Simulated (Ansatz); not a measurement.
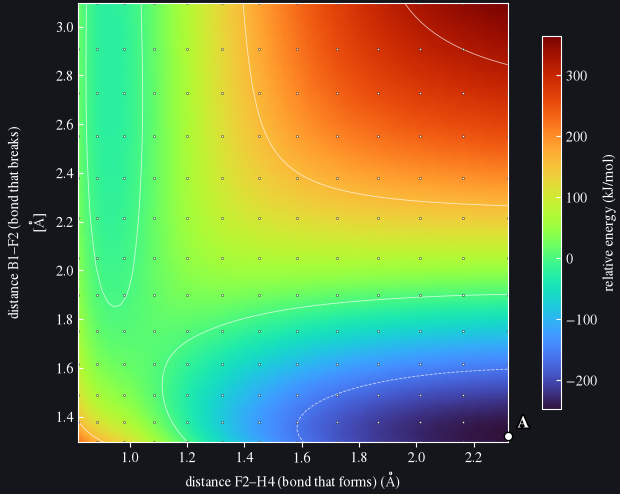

The reacting system BClFHO (fragments BClFHO where the first distance is long, BClO + FH where the second is long). First axis: distance F2–H4 (bond that forms). Second axis: distance B1–F2 (bond that breaks). Relaxed at each point: all other coordinates. The scan uses a 13 × 13 grid. Points are written as (first, second). All energies are given in kJ/mol relative to a guessed transition structure relaxed with its forming and breaking bonds held. The reference is spin-restricted, so regions where a bond is pulled apart into radicals lie too high. Level of theory: Ansatz 0.2.0, RKS PBE0-D4/def2-SVP.

Drawn: a smooth colour map with a few white contour lines, dots at the grid points, the point A. Between grid points the surface is interpolated.

Q: Find the lowest path from A to the other arm of the map, and its barrier.

A: The easiest path runs from the side where the first distance is long, about (2.32 Å, 1.32 Å), to the side where the second distance is long, about (0.92 Å, 2.92 Å). Its highest point, at about (1.04 Å, 1.74 Å), lies about 260 kJ/mol above the start and 33 kJ/mol above the end on the interpolated surface. An end on the edge of the scan is no minimum, so the barrier from there is a lower bound.

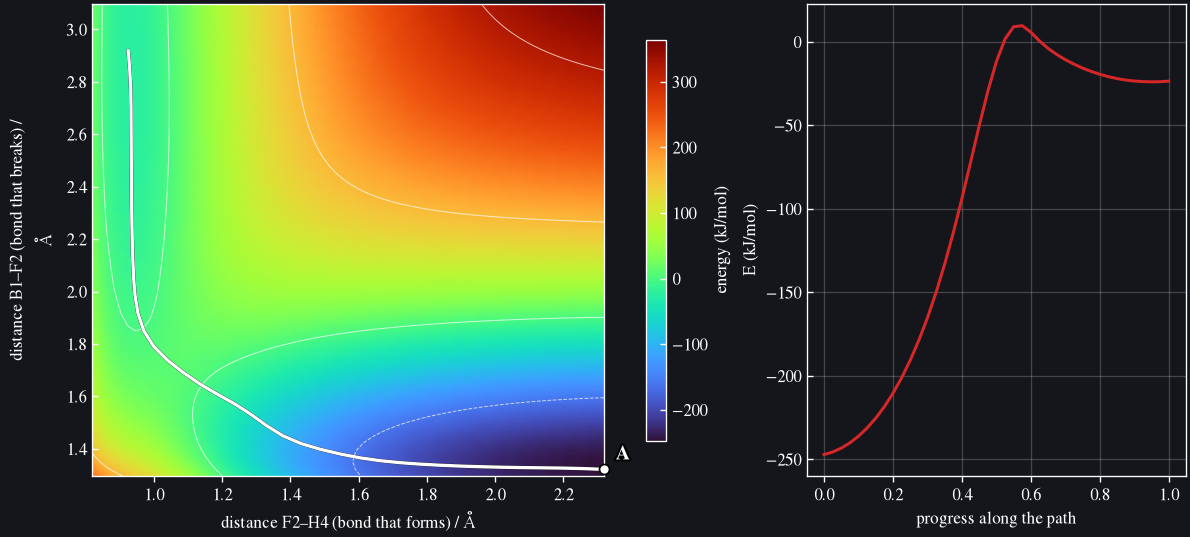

The picture shows a smooth colour map with a few white contour lines, a line along the lowest path, the energy along the path at the right. Between grid points the surface is interpolated.
